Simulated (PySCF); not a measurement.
```xyz
22

C    -3.2800    1.8045    0.2713
C    -2.0000    1.6984   -0.0588
P    -0.7801    0.8045    0.9364
Si   -1.3368   -1.3232    0.4568
C     0.6357    0.7686   -0.2806
N     1.2720   -0.5268   -0.1452
C     2.0766   -0.8720   -1.3002
C     2.0469   -0.6014    1.0755
H    -3.6805    1.3120    1.1418
H    -3.9758    2.3765   -0.3209
H    -1.6109    2.2231   -0.9249
H    -1.2015   -1.6659   -0.9593
H    -2.7573   -1.4439    0.8158
H    -0.5515   -2.2095    1.3111
H     1.3363    1.6047   -0.1111
H     0.2307    0.8638   -1.2926
H     1.4490   -0.8770   -2.1905
H     2.4861   -1.8719   -1.1599
H     2.9087   -0.1701   -1.4601
H     2.9102    0.0804    1.0634
H     2.4047   -1.6211    1.2143
H     1.4069   -0.3342    1.9168
```

Geometry: GFN2-xTB.

Method: PBE0/pcSseg-1, SCF density, gas phase, non-relativistic (PySCF 2.14.0).

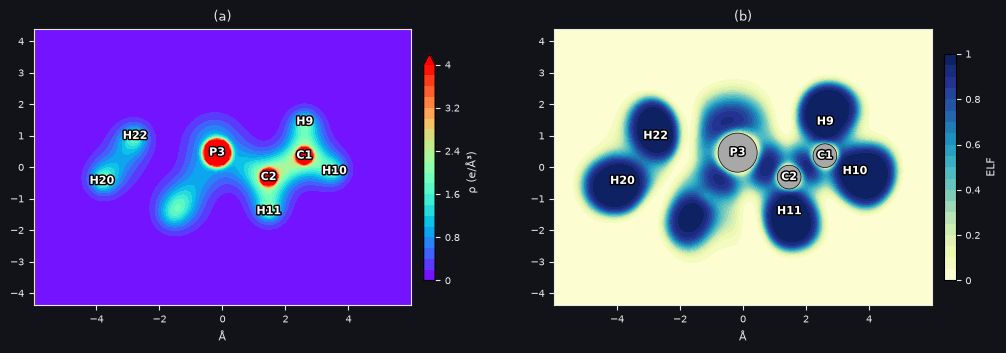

C5H14NPSi (SMILES C=CP([SiH3])CN(C)C). (a) electron density; (b) electron localisation function on the plane of atoms P3, C2 and H11. Grey discs cover the atomic cores in the ELF map.

**Read the bonding off the picture.**

- The plane passes through C, P and H nuclei.
- C–C (1.33 Å): ρ at the midpoint is about 2.3 e/Å³; the ELF peaks at about 0.95 between the atoms (a short, multiple covalent bond).
- C–P (1.81 Å): ρ is about 1.2 e/Å³ halfway; the ELF peaks at about 0.95 between the atoms, as expected for localised, covalent bonding.
- C–H (1.08 Å): ρ at the midpoint is about 2 e/Å³; the ELF climbs to about 1 towards the hydrogen, as it does in any bond to H (an ordinary covalent bond to hydrogen).
- The ELF also peaks beside P3, away from the bonds: lone-pair regions.
